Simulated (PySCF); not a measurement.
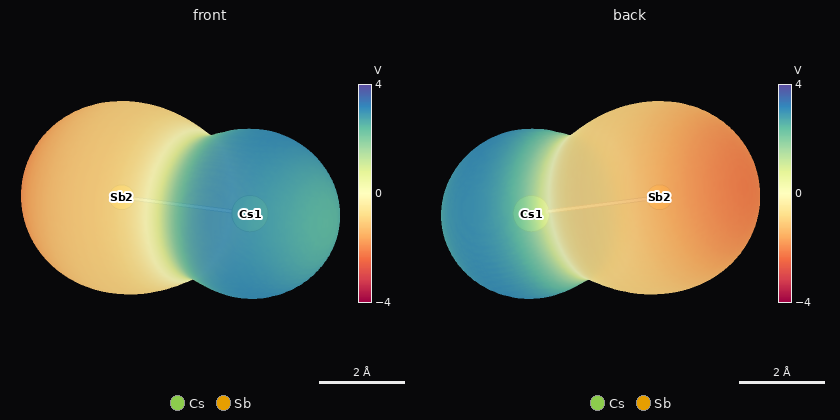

Figure 1: CsSb (triplet). The molecular electrostatic potential painted on the density surface at 0.002 e/bohr³, seen from the front and from behind; the colour scale runs from red (negative) to blue (positive).

Core potentials replace the inner electrons of Cs and Sb.

Method: PySCF 2.14.0, PBE0/def2-SVP, non-relativistic Hamiltonian with scalar-relativistic core potentials where named, at a bond length of 3.672 Å.

Question: Describe the electrostatic potential map.

Answer: The most negative region (about −2.2 V) lies over Sb2, the most positive (about +3.1 V) over Cs1.
